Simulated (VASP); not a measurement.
Band structure of SrVO3 (cubic perovskite). Method: revTPSS meta-GGA, VASP's PBE PAW potentials (set 64) (plane waves; VASP).

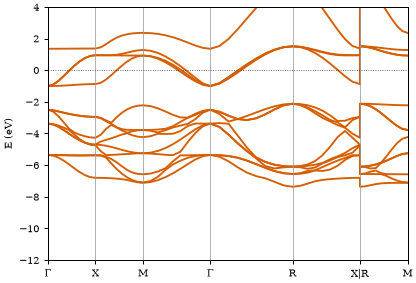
Figure: Bands along high-symmetry lines, zero at the valence-band maximum or, without a gap, the Fermi level

Q: Read the plot: is there a gap, and where are the band edges?

A: It has no gap at this level: it comes out as a metal or semimetal.

The compound is SrVO3 in the cubic perovskite structure. It was relaxed first. The run is not spin-polarised, so no magnetic state was tried. The electron count is odd and the run is not spin-polarised, which forces a metal.
